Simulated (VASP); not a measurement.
Band structure of Zr (hcp). Level of theory: LDA (Ceperley-Alder, Perdew-Zunger), VASP's LDA PAW potentials (set 64) (plane waves; VASP).

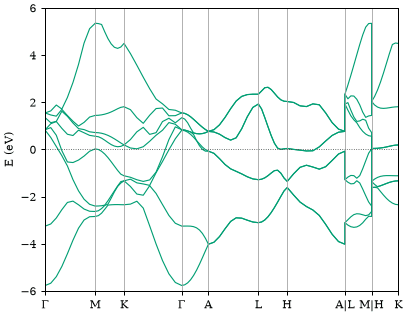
Figure. Bands along high-symmetry lines, zero at the valence-band maximum or, without a gap, the Fermi level

Problem. Read the plot: is there a gap, and where are the band edges?

Solution. It has no gap at this level: it comes out as a metal or semimetal. (Edges off the drawn lines would not show.)

The compound is Zr in the hcp structure. It was relaxed first, which changed the volume by -6 %.
